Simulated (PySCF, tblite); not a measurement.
**C4H9FOSi2: geometry, infrared bands and NMR shifts**

What infrared bands and NMR shifts should C4H9FOSi2 (`C[C@H]1OC([SiH3])=C1[SiH2]F`) show?

Computed with tblite 0.8.0 and PySCF 2.14.0, with density-fitted response routines of our own, on a single molecule in the gas phase. Atoms count from 0, in the outputs and in this text.

## Step 1: Starting geometry

17 atoms, charge 0, multiplicity 1; geometry from: force field or distance geometry start.

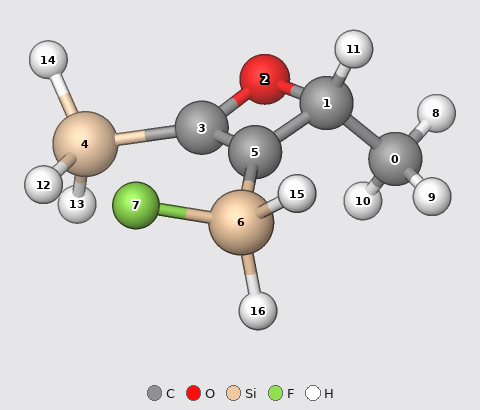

As it starts; carbon grey, oxygen red, silicon light orange, fluorine green, hydrogen white, atoms numbered.

## Step 2: Geometry optimisation with GFN2-xTB

What the job is given:

```
{"job": {"kind": "relax", "xc": "GFN2-xTB", "basis": "xTB"}, "charge": 0, "multiplicity": 1}
C     -1.845600    -1.348900    -0.779600
C     -1.359900    -0.482900     0.378800
O     -0.394400    -1.228200     1.089600
C      0.590700    -0.337000     0.721400
Si     2.404800    -0.339500     1.138800
C     -0.247400     0.405200     0.047200
Si    -0.034600     1.969700    -0.934000
F      1.211800     2.825500    -0.128200
H     -2.516700    -2.128300    -0.331000
H     -2.328400    -0.737000    -1.546200
H     -0.983600    -1.922400    -1.178900
H     -2.179400    -0.041000     0.982400
H      2.929500     0.956700     0.749600
H      3.126100    -1.369500     0.357500
H      2.540800    -0.601400     2.563200
H     -1.235300     2.810100    -0.860200
H      0.314500     1.581000    -2.280300
```

Run with:

```bash
$ OMP_NUM_THREADS=1 python probes_run.py task.json out
```

The driver reads the jobs from task.json and runs them one after another.

**Question.** This job is followed by: GFN2-xTB harmonic vibrations, gas phase; GIAO PBE0/pcSseg-1 NMR shielding, non-relativistic, gas phase. What will the session give for the following? strongest single infrared mode (GFN2-xTB); zero-point energy (GFN2-xTB); 13C shifts against TMS (PBE0/pcSseg-1); 1H shifts against TMS (PBE0/pcSseg-1, means over atoms taken as alike); 17O shifts against H2O (PBE0/pcSseg-1); 29Si shifts against TMS (PBE0/pcSseg-1); 19F shifts against CFCl3 (PBE0/pcSseg-1); surface potential, least and greatest.

**Answer**, as computed:

```
                                                              quantity                             value
                             strongest single infrared mode (GFN2-xTB)             2279 cm⁻¹, 431 km/mol
                                          zero-point energy (GFN2-xTB)                     70.6 kcal/mol
                                13C shifts against TMS (PBE0/pcSseg-1)      192.4, 141.8, 92.7, 23.4 ppm
1H shifts against TMS (PBE0/pcSseg-1, means over atoms taken as alike)  5.59, 5.49, 5.49, 4.23, 1.53 ppm
                                17O shifts against H2O (PBE0/pcSseg-1)                         246.5 ppm
                               29Si shifts against TMS (PBE0/pcSseg-1)                  -15.3, -89.0 ppm
                              19F shifts against CFCl3 (PBE0/pcSseg-1)                        -239.6 ppm
                                 surface potential, least and greatest                -1.16 V and 1.67 V
```

What this shows: Over 119 steps the energy fell by 0.570 eV; of the close pairs, Si6–F7 changed most, 1.713 to 1.612 Å. No mode is imaginary among the 45: a minimum at this level. The strongest single mode, at 2279 cm⁻¹, moves mainly H16 and H15. GFN2-xTB is a fitted tight-binding method: band positions and strengths are rough. Its intensities can rank the bands wrongly. The most deshielded carbon is C3 (alkene carbon bearing oxygen), at 192.4 ppm: an sp2 carbon further deshielded by the attached heteroatom. The most deshielded hydrogen is H11 (hydrogen on an allylic sp3 CH bonded to O), at 5.59 ppm: its carbon carries O, which withdraws density. At PBE0/pcSseg-1: Shielding is most anisotropic at O2 (span 271 ppm, paramagnetic term -313 ppm). By nearest atom (PBE0/pcSseg-1), the HOMO sits on C5 41 %; O2 26 % and the LUMO on C3 33 %; C5 24 %.
